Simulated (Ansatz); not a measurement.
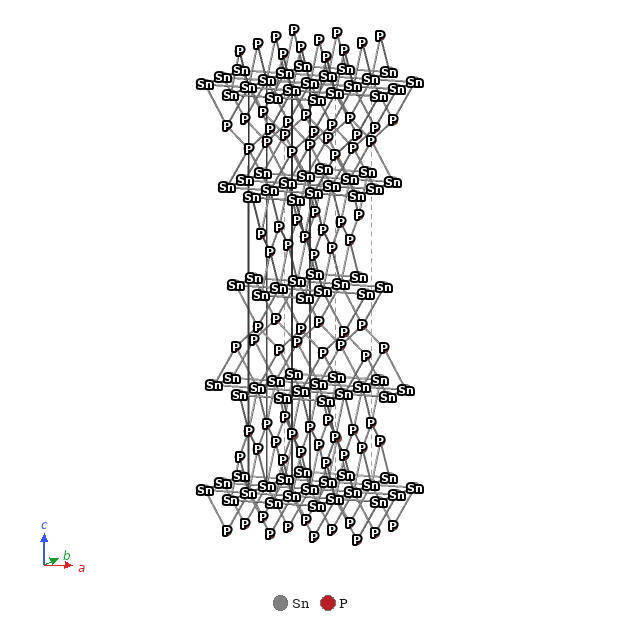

SnP2 (space group I4_1/amd, No. 141). Coordinates: the geometry relaxed with DFT PBE, scalar-relativistic, plane waves, PAW (Ansatz); the starting structure was generated, so it need not be a known form of this composition.

Bonds are taken as P–P below 2.4 Å, P–Sn below 3.5 Å and Sn–Sn below 3.5 Å; no other contact counts. Simplification: prune 0- and 1-connected atoms, fold 2-connected ones into links.

Q: What kind of net remains, and which atoms are its nodes?

A: A binodal (4,8)-connected, three-periodic net: P is a 4-connected node; Sn is an 8-connected node, in the ratio 2:1.

Q: Is the net interpenetrated?

A: It is a single net, without interpenetration.

Q: How many nodes does the smallest cycle have?

A: Three.
